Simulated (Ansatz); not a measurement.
The figure comes from a scan of TaAs (NbAs type, space group I4_1md): one As atom of a 4-atom cell moves by s along Cartesian [110], with its periodic images. These are PBE (plane waves to 420 eV, PAW, scalar-relativistic; Ansatz, an electronic-structure program) values and carry that method's errors. k mesh 15×15×15 (Γ-centred), Fermi-Dirac smearing 0.05 eV. Left out: 2 of 11 points, with atoms too close for the PAW data. With partly filled bands, energies and forces of such displacements shift with the k mesh and the smearing. F∥ is the force on the atom along that direction. At this level the bands of TaAs touch or barely overlap. Spin-orbit coupling is left out, though Ta is heavy. TaAs is run without spin polarisation. TaAs was relaxed with its symmetry unable to fall. The PAW data are Ansatz's earlier set. 

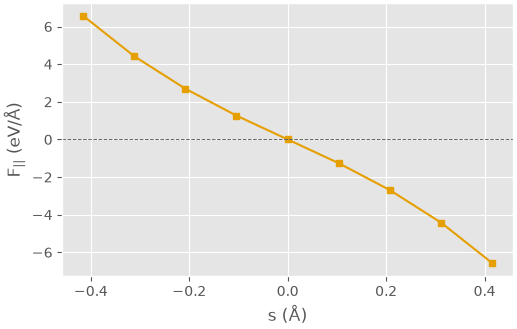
Figure: F∥ (eV/Å) against s (Å); markers are the computed points, lines only join them.

Problem. List the plotted points as numbers.

Solution. To the nearest 0.2:

| s (Å) | F∥ (eV/Å) |
|---|---|
| -0.416 | 6.6 |
| -0.312 | 4.4 |
| -0.208 | 2.6 |
| -0.104 | 1.2 |
| 0.000 | 0.0 |
| 0.104 | -1.2 |
| 0.208 | -2.6 |
| 0.312 | -4.4 |
| 0.416 | -6.6 |

(For displaced atoms, the force is minus the slope of the energy, and its curvature is a force constant, which sets phonon frequencies.)
